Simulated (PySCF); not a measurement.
**C2H6BBrS (SMILES CCB(S)Br) at 4 levels**

We compute a comparison of 4 runs (HF/STO-3G, HF/3-21G, CAM-B3LYP/cc-pVDZ, PBE0/def2-TZVP) of C2H6BBrS. 

The results are computed with PySCF 2.14.0.

## 1. The system as given

C2H6BBrS has 11 atoms, charge 0, and is taken as a singlet. SMILES: `CCB(S)Br`. Geometry: relaxed at PBE0-D4/def2-TZVP. This is one conformer, not always the lowest.

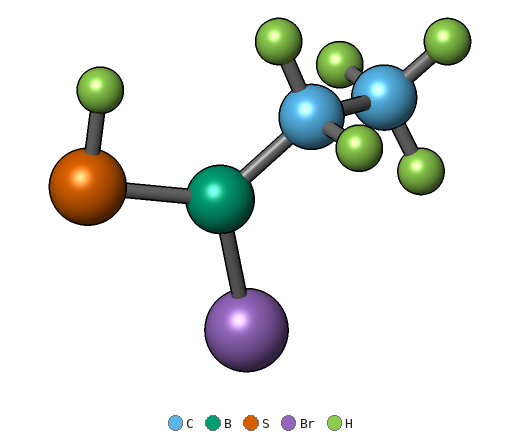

Viewed from a chosen angle; carbon blue, boron teal, sulfur orange, bromine purple, hydrogen green.

## 2. Energy and forces at HF/STO-3G (run 1)

Input file job.py:

```python
import pyscf.grad
from pyscf import gto

mol = gto.Mole()
mol.atom = '''
C       -0.661600       1.285200       0.348700
C        0.071000      -0.040900       0.536300
B        0.666700      -0.685600      -0.756800
S        0.657500      -2.429600      -1.140000
Br       1.554400       0.411300      -2.073000
H       -1.005100       1.681100       1.306600
H       -0.013600       2.032000      -0.112700
H       -1.535700       1.166200      -0.295600
H        0.928600       0.113900       1.208100
H       -0.574100      -0.761200       1.049900
H       -0.022900      -2.829300      -0.050800
'''
mol.verbose = 4
mol.basis = 'sto-3g'
mol.max_memory = 1860
mol.charge = 0
mol.build()

mf = mol.RHF()
mf.conv_tol = 1e-10
mf.kernel()
if not mf.converged:
    mf = mf.newton().run(mf.mo_coeff, mf.mo_occ)

etot = mf.e_tot
print('Final energy', etot)
grad = mf.Gradients().kernel()
mf.analyze()
```

Launch:

```sh
OMP_NUM_THREADS=1 python job.py
```

Log:

```text
PySCF version 2.14.0

[... 82 lines left out ...]
Two-electron Energy =                 1578.525357791740134
[... 11 lines left out ...]
MO #8   energy= -11.0292092146648  occ= 2
[... 9 lines left out ...]
MO #18  energy= -2.23026358318219  occ= 2
[... 9 lines left out ...]
MO #28  energy= -0.582264214908711 occ= 2
[... 9 lines left out ...]
MO #38  energy= 0.250169339596784  occ= 0
[... 9 lines left out ...]
MO #48  energy= 0.805770867931184  occ= 0
[... 62 lines left out ...]
Dipole moment(X, Y, Z, Debye): -1.11360, -0.89353,  1.91238
```

It took 8.4 s on 1 thread of Intel Xeon at 2.50GHz (Skylake/Cascade Lake), shared host; peak memory 0.12 GiB.

## 3. Energy and gradient at HF/3-21G (run 2)

Input file mol.xyz:

```xyz
11

C     -0.661600     1.285200     0.348700
C      0.071000    -0.040900     0.536300
B      0.666700    -0.685600    -0.756800
S      0.657500    -2.429600    -1.140000
Br     1.554400     0.411300    -2.073000
H     -1.005100     1.681100     1.306600
H     -0.013600     2.032000    -0.112700
H     -1.535700     1.166200    -0.295600
H      0.928600     0.113900     1.208100
H     -0.574100    -0.761200     1.049900
H     -0.022900    -2.829300    -0.050800
```

Input file job.py:

```python
from pyscf import gto

mol = gto.Mole()
mol.atom = 'mol.xyz'
mol.max_memory = 1860
mol.verbose = 4
mol.basis = '3-21g'
mol.spin = 0
mol.charge = 0
mol.build()

myscf = mol.RHF()
myscf.conv_tol = 1e-10
myscf.kernel()
if not myscf.converged:
    myscf = myscf.newton().run(myscf.mo_coeff, myscf.mo_occ)

etot = myscf.e_tot
print('E = %.10f Eh' % etot)
grad = myscf.nuc_grad_method().kernel()
dip = myscf.dip_moment()
pop, q = myscf.mulliken_pop()
```

Launch:

```sh
OMP_NUM_THREADS=1 python job.py
```

Log:

```text
PySCF version 2.14.0

[... 65 lines left out ...]
converged SCF energy = -3059.00939086428
[... 12 lines left out ...]
Dipole moment(X, Y, Z, Debye): -1.39128,  0.15545,  2.54898
[... 86 lines left out ...]
charge of   10H =      0.07827
```

Wall time 8.4 s (1 thread of Intel Xeon at 2.50GHz (Skylake/Cascade Lake), shared host); peak memory 0.15 GiB.

Run 3 isn't shown in full; the table further down has it.

## 4. Energy and forces at PBE0/def2-TZVP (run 4)

mol.xyz: that of step 3 with these lines changed.

```diff
@@ -1,3 +1,3 @@
 11
-
+C2H6BBrS
 C     -0.661600     1.285200     0.348700
```

Input file job.py:

```python
import pyscf.grad
from pyscf import gto, dft

mol = gto.Mole()
mol.atom = 'mol.xyz'
mol.basis = 'def2-tzvp'
mol.verbose = 3
mol.charge = 0
mol.max_memory = 1860
mol.build()

mf = dft.RKS(mol)
mf.xc = 'pbe0'
mf.grids.level = 5
mf.conv_tol = 1e-10
mf.kernel()
if not mf.converged:
    mf = mf.newton().run(mf.mo_coeff, mf.mo_occ)

energy = mf.e_tot
print('Final energy', energy)
grad = mf.Gradients().kernel()
mf.analyze()
```

Launch:

```sh
OMP_NUM_THREADS=1 python job.py
```

Log:

```text
converged SCF energy = -3076.57635686347
[... 43 lines left out ...]
MO #34  energy= -0.338670111071604 occ= 2
[... 35 lines left out ...]
MO #70  energy= 0.444395273559126  occ= 0
[... 35 lines left out ...]
MO #106 energy= 1.36784535556724   occ= 0
[... 35 lines left out ...]
MO #142 energy= 1.97842667502599   occ= 0
[... 35 lines left out ...]
MO #178 energy= 3.1169371739079    occ= 0
[... 35 lines left out ...]
MO #214 energy= 22.5228764268562   occ= 0
[... 12 lines left out ...]
Dipole moment(X, Y, Z, Debye): -1.08971, -0.37576,  1.91157
```

It took 12 min on 1 thread of Intel Xeon at 2.50GHz (Skylake/Cascade Lake), shared host; peak memory 1.8 GiB.

## 5. All runs side by side

| run | level | integration grid | energy (Eh) | dipole moment (D) | HOMO energy (eV) | LUMO energy (eV) | wall time |
| --- | --- | --- | --- | --- | --- | --- | --- |
| 1 | HF/STO-3G | – | -3040.610146 | 2.39 | -7.92 | 6.81 | 8.4 s |
| 2 | HF/3-21G | – | -3059.009391 | 2.91 | -10.67 | 2.70 | 8.4 s |
| 3 | CAM-B3LYP/cc-pVDZ | 5 | -3077.135649 | 2.25 | -9.08 | 0.34 | 4.8 min |
| 4 | PBE0/def2-TZVP | 5 | -3076.576357 | 2.23 | -7.95 | -1.03 | 12 min |

## 6. What came out

| quantity | value |
| --- | --- |
| run 4: total energy | -3076.57636 Eh |
| run 4: dipole moment | 2.23 D |
| run 4: HOMO energy | -7.95 eV |
| run 4: LUMO energy | -1.03 eV |
| run 4: HOMO–LUMO gap | 6.92 eV |
| run 4: largest force on an atom | 0.030 eV/Å |

The dipole moment (its size) runs from 2.23 D (PBE0/def2-TZVP) to 2.91 D (HF/3-21G). The two ends differ in method and basis. The HOMO–LUMO gap runs from 6.92 eV (PBE0/def2-TZVP) to 14.73 eV (HF/STO-3G). Totals of different functionals can't be ranked against each other. In run 1 the basis is minimal, so the values are rough. All runs together took 17 min, the longest 12 min.
